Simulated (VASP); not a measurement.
Band structure of GeRh (space group Pnma). Level of theory: PBEsol GGA, VASP's PBE PAW potentials (set 64) (plane waves; VASP 6.6.1).

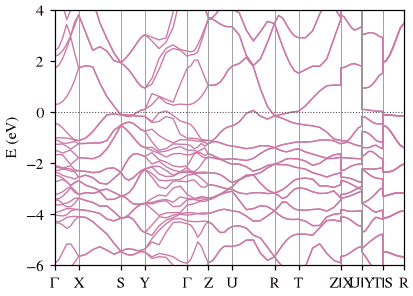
Fig. 1. Bands along high-symmetry lines, zero at the valence-band maximum or, without a gap, the Fermi level

### Question
Read the plot: is there a gap, and where are the band edges?

### Answer
It has no gap at this level: it comes out as a metal or semimetal. (Edges off the drawn lines would not show.)

The structure comes from a measured GeRh entry (Pnma) of the Crystallography Open Database, whose conditions weren't checked. It was relaxed first.
